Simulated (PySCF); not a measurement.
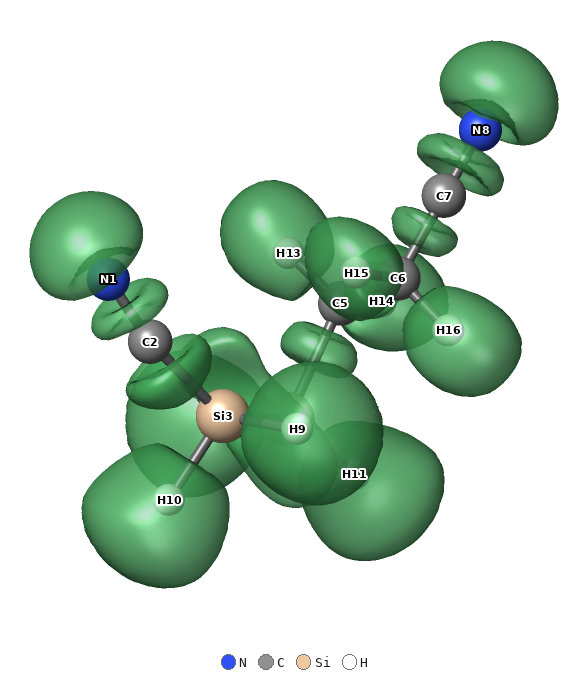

Figure 1: C4H8N2Si2 (SMILES N#C[SiH2][SiH2]CC[C]=[N-]) (charge −1, doublet). Isosurface of the electron localisation function at 0.8 (green), seen at an oblique angle. Only the valence region is drawn (cores and ρ < 0.01 e/Å³ removed).

Geometry: GFN2-xTB.

Method: UKS B3LYP, pcH-1 on C H N Si, non-relativistic, mean-field spin-orbit, GIAO in PySCF 2.14.0, density-fitted response routines.

```tsv
atom	x (Å)	y (Å)	z (Å)
N	2.3593	1.8139	-2.6406
C	2.4286	0.9179	-1.8942
Si	2.0578	-0.1749	-0.4229
Si	0.7120	-0.1755	1.4638
C	-1.0344	0.3458	0.8497
C	-1.4631	-0.4880	-0.3592
C	-2.8073	-0.1833	-0.7479
N	-3.8990	0.0781	-1.0009
H	1.7594	-1.4453	-1.1622
H	3.4416	-0.3348	0.1193
H	0.2947	-1.1110	2.5780
H	1.1380	0.9709	2.3126
H	-1.0333	1.3998	0.5643
H	-1.7763	0.2382	1.6444
H	-0.7812	-0.2868	-1.1950
H	-1.4044	-1.5561	-0.1207
```

Q: Describe the localisation domains.

A: The surface consists of two regions between bonded C–C atoms (shared pairs), two regions between bonded C–N atoms (shared pairs), two regions between bonded C–Si atoms (shared pairs), one region between bonded Si–Si atoms (shared pairs), eight regions around hydrogen nuclei and two lobes on N, pointing away from the bonds (non-bonding electrons). Profiles from the grid: C–N (1.15 Å): the ELF peaks at about 0.90 between the atoms (a multiple bond). C–C (1.43 Å): the ELF peaks at about 0.95 between the atoms, as expected for a covalent bond.
